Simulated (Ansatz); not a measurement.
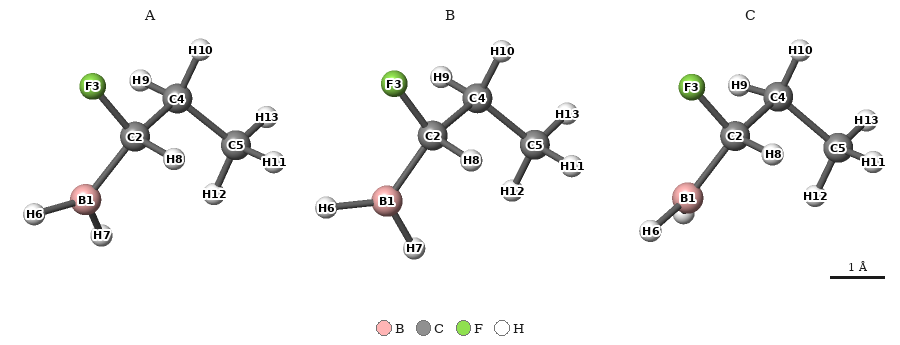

3 geometries from one relaxation of C₃H₈BF (coarse preliminary run), in shuffled order. Style: ball-and-stick. Shown at a tilt.

The start comes from a force field.

All numbers below come from RKS PBE-D4/def2-SVP (Ansatz 0.2.0). Set-up: force threshold 0.03 eV/Å; at most 200 steps.

> Order the frames from highest to lowest energy.

C, A, B. They are steps 0, 4, 13, at +11.3 kcal/mol, +1.79 kcal/mol relative to the last. The atom that moves furthest after the best rigid fit is H7 (1.04 Å). Largest moves by element: H 1.04 Å, C 0.12 Å, F 0.12 Å, B 0.06 Å. Some distances before and after: C4–H10 1.042 → 1.111 Å, C4–C5 1.578 → 1.528 Å, C2–F3 1.358 → 1.402 Å, B1–H6 1.175 → 1.215 Å. Bond angles that change, for instance: B1–C2–H8 110.0° → 101.2°, B1–C2–F3 107.1° → 113.4°, H9–C4–H10 112.0° → 105.9°. Groups turn about B1–C2 by about 50°. The energy falls by 11.3 kcal/mol in 12 accepted moves (13 points after the start). Largest force component: 4.2 eV/Å at the start, 0.027 eV/Å at the end. The line search rejected the trial step at point 10 of the run. The forces were under the threshold at step 9, but the run went on from there.
